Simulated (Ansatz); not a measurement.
Partial pair distribution functions of a relaxed model of amorphous Si$_{24}$O$_{53}$Ta$_{2}$, broadened by 0.06 Å; density 2.65 g/cm³. Computed with PBE, scalar-relativistic without spin-orbit coupling (plane waves to 420 eV, PAW; Ansatz, a first-principles code).

A CHGNet melt-quench gave the starting glass, which DFT then relaxed. O atoms were pushed apart under 1.9 Å during the dynamics, to hinder bonds among them. The hot cell started wider than the set density and was brought back towards it in steps. It is the lowest in DFT energy of 2 quenches. It is a model cell: composition and starting density were chosen by hand, and all elements were melted together. No dispersion term was used. Its density started from a set value of 2.65 and ended at 2.65 g/cm³. The simulated quench (nominally 400 K/ps over its main leg) is rapid and tends to freeze in more defects than a deposited or slowly cooled glass has. Values belong to this one cell and scatter from quench to quench. The volume was held where the preparation left it and the shape relaxed, at a PBE pressure of -0.7 GPa (tension). Stress components on the final sampling reach 0.7 GPa.

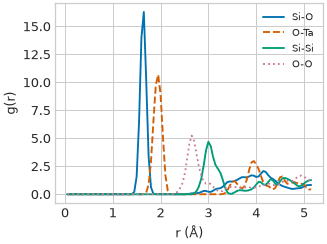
Partial pair distribution functions

Highest peaks under 4.5 Å: Si-O near 1.65 Å, O-Ta near 1.95 Å, Si-Si near 3.00 Å, O-O near 2.65 Å; pairs of few atoms are noisy.

Within 1.90 Å each Si has 4.00 O neighbours on average.
